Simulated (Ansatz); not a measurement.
The figure comes from a scan of Ga₂O₃ (beta-Ga2O3 type, space group C2/m): the cell is scaled evenly about its relaxed volume V₀. The numbers are results of r2SCAN (plane waves to 500 eV, PAW, scalar-relativistic; Ansatz, a program for electronic structure), not measurements. k mesh 11×11×6 (Γ-centred), Fermi-Dirac smearing 0.05 eV. Compression counts positive. Ga2O3 was relaxed with its symmetry unable to fall. 

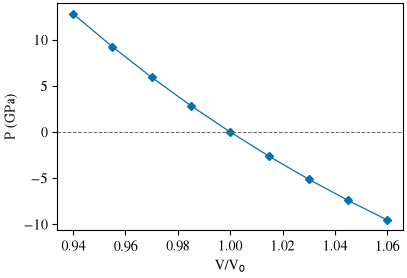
P (GPa) against V/V₀; markers are the computed points, lines only join them.

Turn the plot into a table (rounded to what can be read).

To the nearest 0.5:

```json
[
 {"V/V₀": "0.940", "P (GPa)": "13.0"},
 {"V/V₀": "0.955", "P (GPa)": "9.0"},
 {"V/V₀": "0.970", "P (GPa)": "6.0"},
 {"V/V₀": "0.985", "P (GPa)": "3.0"},
 {"V/V₀": "1.000", "P (GPa)": "0.0"},
 {"V/V₀": "1.015", "P (GPa)": "-2.5"},
 {"V/V₀": "1.030", "P (GPa)": "-5.0"},
 {"V/V₀": "1.045", "P (GPa)": "-7.5"},
 {"V/V₀": "1.060", "P (GPa)": "-9.5"}
]
```

(A scan under strain: stresses follow from slopes of the energy per volume, elastic moduli from its curvatures.)
